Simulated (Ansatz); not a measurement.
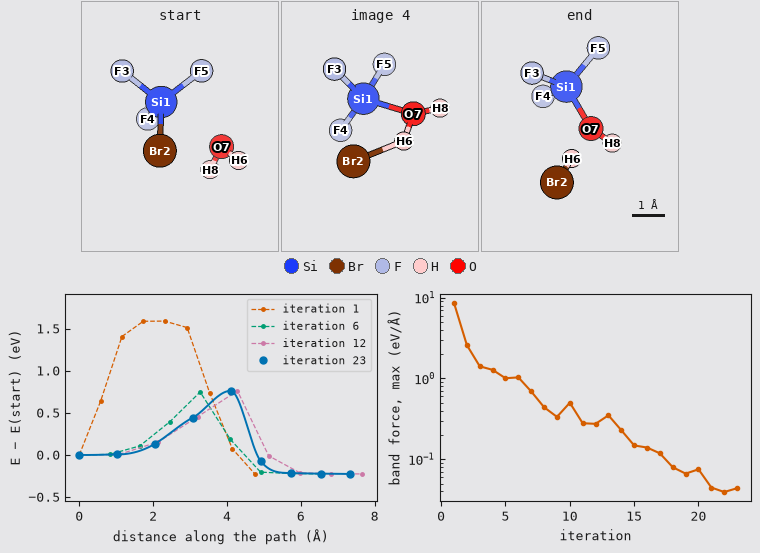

NEB run on SiH2OBrF3, made up at the start of SiBrF$_{3}$ and H2O. Images are numbered from 0 (start) to 8 (end). The plot follows the band through its iterations. The picture is a ball-and-stick view, seen from a free direction.

Computed with Ansatz 0.2.0, RKS B3LYP-D4/def2-SVP. Run with 7 movable images; climbing image; force threshold 0.05 eV/Å; iteration limit 60; starting path through a guess of the saddle point.

Q: Did the band converge, and can the barrier be trusted?

A: The result is final at these settings. The band converged in 23 iterations. The largest component of the band force went from 8.6 to 0.044 eV/Å. The climbing image converged on the top of the path. Its vibrational analysis gives one imaginary mode (564i cm⁻¹), as a transition state must have. The first iteration put the highest image at 1.59 eV. Forward barrier 0.76 eV, backward barrier 0.99 eV, with image 4 at the top; the reaction energy is −0.23 eV.

Limits of the set-up: the start holds two separate molecules, 2.5 Å apart at their closest, whose relative position is a soft coordinate.
